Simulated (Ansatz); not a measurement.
## Electronic structure of BClH3Si2 (charge −1) in real space

The calculation's input:

```
crystal:
  periodic: [false, false, false]
  atoms:
    - {symbol: Si, position_ang: [-0.125988, -0.662534, -0.564529]}
    - {symbol: B, position_ang: [-0.537795, 1.208085, -0.438406]}
    - {symbol: Si, position_ang: [0.571009, -2.738702, -0.245664]}
    - {symbol: Cl, position_ang: [1.535209, -2.489970, 1.719492]}
    - {symbol: H, position_ang: [0.173382, 2.006537, -0.992670]}
    - {symbol: H, position_ang: [0.124980, 0.707312, 0.584345]}
    - {symbol: H, position_ang: [-1.626783, 1.546763, -0.051226]}
basis:
  gaussian: {orbitals: "def2-TZVPPD.json"}
total_charge: -1
hamiltonian: {xc: pbe0, dispersion: d4}
output: {orbitals: {seedname: orbitals}}
```

Launched as:

```sh
ansatz run in.yaml --threads 2 --pin off --events-out ev --progress --plain --max-ram 4352MiB
```

Geometry: PBE0-D4/def2-TZVPD.

Computed with RKS PBE0-D4/def2-TZVPPD (Ansatz 0.2.0).

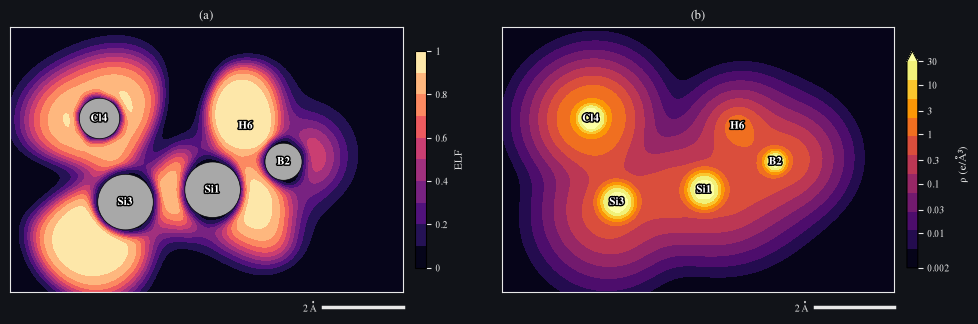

Figure 1. (a) ELF; (b) total electron density on the plane of atoms Si1, Si3 and Cl4. Grey discs cover the atomic cores in the ELF map.

> What do the fields say about this system?

Atoms in the plane: Si, B, Cl and H. Si–B (1.92 Å): the density is about 0.75 e/Å³ at the midpoint; the ELF peaks at about 0.85 between the atoms: a shared electron pair. Si–Cl (2.20 Å): ρ is about 0.66 e/Å³ halfway, with its minimum of 0.5 e/Å³ about 0.8 Å from Si; the ELF peaks at about 0.85 between the atoms: a shared but strongly polarised pair. Si–Si (2.21 Å): ρ is about 0.64 e/Å³ halfway; the ELF peaks at about 0.90 between the atoms: a covalent bond. The ELF also peaks beside Si3 and Cl4, away from the bonds: lone-pair regions.

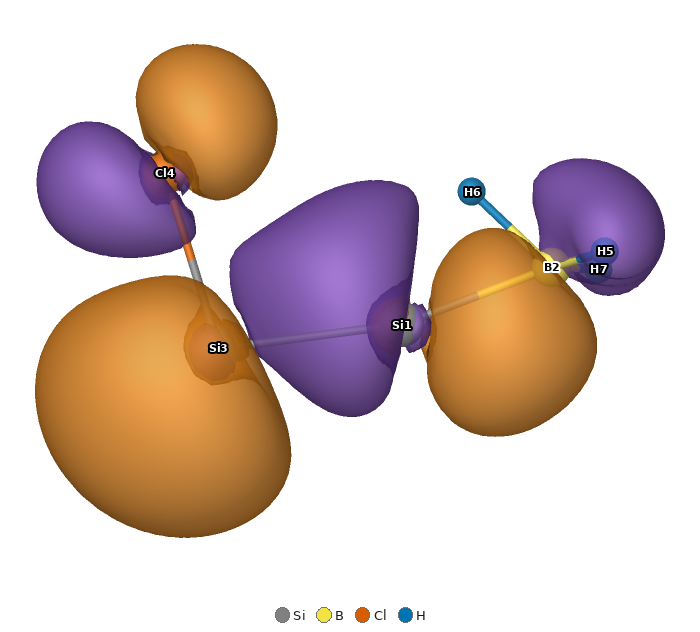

Figure 2. The HOMO−1 at ±0.06 Å⁻³ᐟ² (orange and purple are the two phases), seen across its widest extent.

> Describe this orbital and give its energy.

Its weight (Hirshfeld) is mainly on Si3 (about 50 %), Si1 (about 20 %), Cl4 (about 15 %) and B2 (about 10 %). Its energy is −1.92 eV.

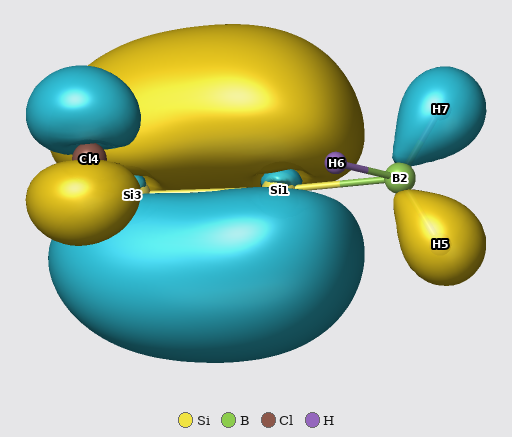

Figure 3. The HOMO at ±0.06 Å⁻³ᐟ² (yellow and cyan are the two phases), seen from one side.

> What is the character of this orbital?

By Hirshfeld shares it lies mainly on Si1 (about 45 %), Si3 (about 40 %) and Cl4 (about 5 %); π-bonding across Si1–Si3. Its energy is −0.97 eV.
